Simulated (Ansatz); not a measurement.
Input

```
crystal:
  periodic: [false, false, false]
  atoms:
    - { symbol: Al, position_ang: [0.0, 0.0, 0.0] }
    - { symbol: C, position_ang: [0.0, 0.0, 1.97] }
    - { symbol: H, position_ang: [-0.9996, -0.3092, 2.3405] }
    - { symbol: H, position_ang: [0.7676, -0.7111, 2.3405] }
    - { symbol: H, position_ang: [0.232, 1.0203, 2.3405] }
    - { symbol: H, position_ang: [1.351, 0.0, -0.78] }
    - { symbol: H, position_ang: [-1.351, 0.0, -0.78] }
basis:
  gaussian: { orbitals: def2-SVP }
hamiltonian:
  xc: pbe
relax:
  f_tol: 0.02
  max_steps: 40
output:
  orbitals: {}
```

Command:

```sh
ansatz run input.yaml --threads 1 --pin off --max-ram 2048MiB --backend cpu --events-out ev --progress --plain --runs-dir out
```

The fields are those of the run's last geometry, not of the input's.

These are results of RKS PBE/def2-SVP in Ansatz 0.2.0, not measurements.

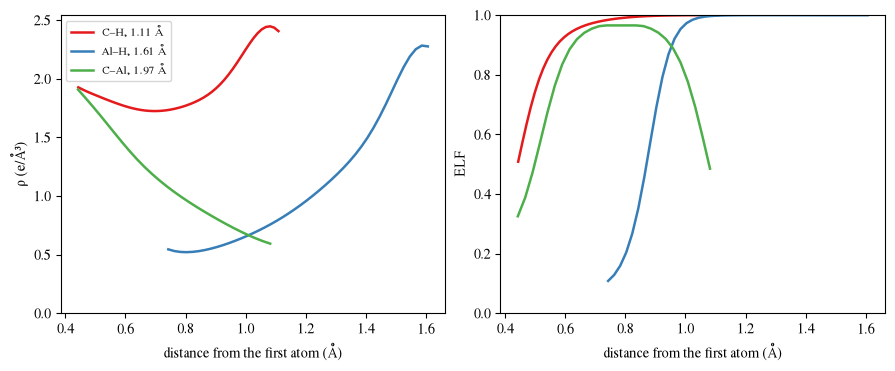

CH₅Al. Electron density and ELF along straight lines between neighbouring atoms. The curves leave out the atomic cores.

What can be read from the curves?

C–H (1.11 Å): ρ is about 1.8 e/Å³ halfway; the ELF climbs to about 1 towards the hydrogen, as it does in any bond to H: an ordinary covalent bond to hydrogen.
Al–H (1.61 Å): ρ at the midpoint is about 0.52 e/Å³; the ELF climbs to about 1 towards the hydrogen.
C–Al (1.97 Å): ρ at the midpoint is about 0.7 e/Å³; the ELF peaks at about 0.95 in the valence shell of C, 0.7 Å from its nucleus, and is about 0.85 at the midpoint.
